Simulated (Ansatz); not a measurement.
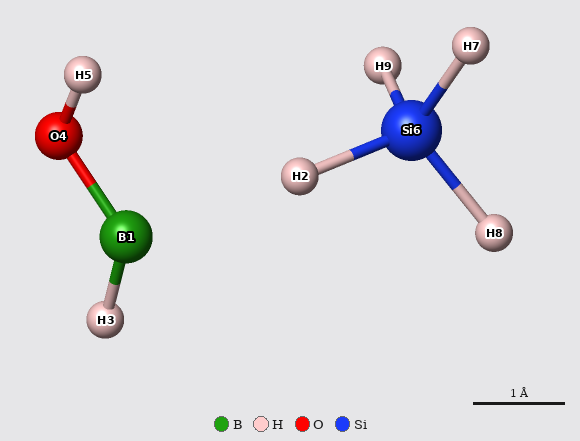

Starting structure of BSiH$_{6}$O (multiplicity 2). The picture is a ball-and-stick view, seen at a tilt.

The run prepares an end point of a later path (reaction) calculation, from a guessed geometry.

The calculation used Ansatz 0.2.0, UKS B3LYP-D4/6-31G*.

The input:
```yaml
crystal:
  periodic: [false, false, false]
  atoms:
    - { symbol: B, position_ang: [0.056246, -0.416109, -0.51959] }
    - { symbol: H, position_ang: [0.098448, -0.047981, 1.842915] }
    - { symbol: H, position_ang: [0.955953, 0.356543, -0.709906] }
    - { symbol: O, position_ang: [-1.206821, -0.055914, -0.807733] }
    - { symbol: H, position_ang: [-1.856096, -0.750397, -0.620869] }
    - { symbol: Si, position_ang: [0.028067, 0.006212, 3.310472] }
    - { symbol: H, position_ang: [-0.799172, -1.128888, 3.79687] }
    - { symbol: H, position_ang: [1.39671, -0.096873, 3.877638] }
    - { symbol: H, position_ang: [-0.594735, 1.286708, 3.735901] }
magnetization:
  spin_polarized: true
  initial_magnetization: 1
basis:
  gaussian: { orbitals: "6-31G*" }
hamiltonian:
  xc: b3lyp
  dispersion: d4
relax:
  f_tol: 0.03
  max_steps: 50
output:
  orbitals: {}
```

Run as
```bash
ansatz run input.yaml --threads 1 --pin off --max-ram 2048MiB --backend cpu --events-out ev --progress --plain --runs-dir out
```

**What does the optimiser find from here?**

The energy falls by 1.79 kcal/mol in 25 accepted moves (29 points after the start). The largest force component goes from 0.3 to 0.0058 eV/Å. The line search rejected the trial steps at points 4, 16, 23, 24 of the run. H2 moves most after the best rigid fit: 1.25 Å. Largest moves by element: H 1.25 Å, O 0.98 Å, B 0.68 Å, Si 0.20 Å. Some distances before and after: H2–Si6 1.470 → 1.483 Å. The run took 79 s on 1 thread of Arm Neoverse V2, on a shared host, peak memory 0.15 GiB.

Final geometry:

```xyz
9

B    -0.3138   -0.1390   -1.0185
H     1.2346   -0.3655    2.2415
H     0.6509    0.5672   -1.1325
O    -0.9866   -0.1667    0.1448
H    -1.7441   -0.7720    0.1513
Si    0.0930   -0.0638    3.1394
H    -0.9665   -1.0953    2.9826
H     0.5702   -0.0934    4.5495
H    -0.4590    1.2819    2.8477
```

The end point in the same view:

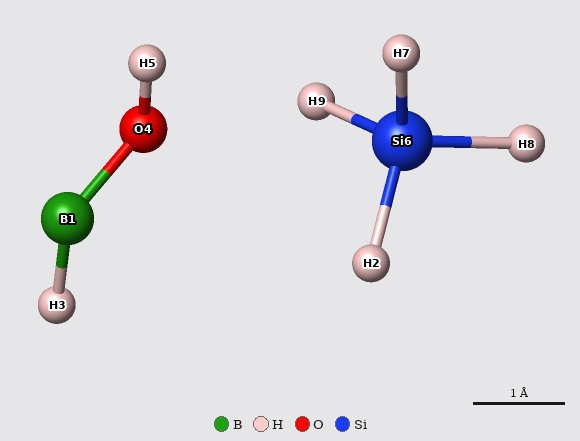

Limits of the set-up: the start holds two separate molecules, 2.4 Å apart at their closest, whose relative position is a soft coordinate.
